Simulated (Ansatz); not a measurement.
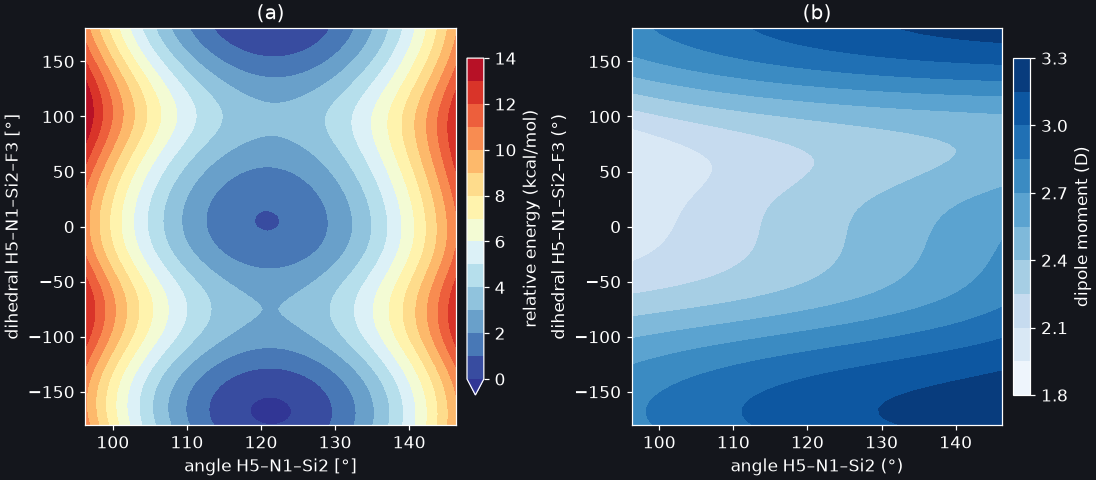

ClFH₂NSi, SMILES N[Si](F)Cl, spin multiplicity 2. The first coordinate is: angle H5–N1–Si2; the second: dihedral H5–N1–Si2–F3. Nothing is relaxed (all other coordinates rigid). The grid has 9 × 9 points. Energies: kcal/mol, counted from the lowest grid point. Method: Ansatz 0.2.0, UKS r2SCAN0-D4/def2-SVP.

Panel (a) is the energy; panel (b) is the computed dipole moment, in D.

The picture shows filled contours. Between grid points the surface is interpolated.

How does the dipole moment vary over the map, and what is it at the lowest grid point?

Answer. Leaving out the highest fifth of the energies, it runs from 2.04 D at angle H5–N1–Si2 = 102.5°, dihedral H5–N1–Si2–F3 = 60° to 3.21 D at angle H5–N1–Si2 = 146.3°, dihedral H5–N1–Si2–F3 = −180°. At the lowest grid point, angle H5–N1–Si2 = 121.3°, dihedral H5–N1–Si2–F3 = −180°, it is 3.08 D.
